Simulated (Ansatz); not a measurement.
**InAs under a change: In → Ga**

Start from InAs in the zinc blende structure (space group F-43m, No. 216; a = 6.187 Å).

The change: full substitution In → Ga; the structure is relaxed again.

All numbers come from PBE (Ansatz, an electronic-structure program; PAW; 420 eV plane waves; scalar-relativistic without spin-orbit coupling), earlier PAW set. k-mesh 10×10×10 (Γ-centred); smearing 0.05 eV (Fermi–Dirac), for the changed cell.

* **Volume per atom**: 23.72 Å³ (base 29.60 Å³)
* **Density**: 5.06 g/cm³ (base 5.32 g/cm³)
* **Lattice parameter a**: 5.746 Å (base 6.187 Å)
* **Space group**: F-43m (No. 216) (base F-43m (No. 216))
* **Shortest interatomic distance**: 2.488 Å (base 2.679 Å)
* **Band gap**: 0.16 eV (base zero)

Final structure:

```
CELL_PARAMETERS angstrom
      0.00000     2.87304     2.87304
      2.87304     0.00000     2.87304
      2.87304     2.87304     0.00000
ATOMIC_POSITIONS crystal
  As 0.75000 0.75000 0.75000
  Ga 0.00000 0.00000 0.00000
```

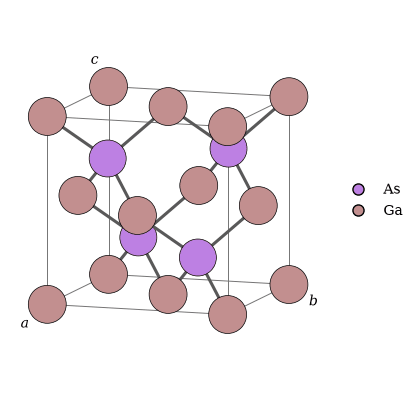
Fig. 1. The relaxed conventional cell after the change

No phonon test of stability was made. All final runs are without spin polarisation. The zero or small gap of GaAs and InAs can change with the level of theory.
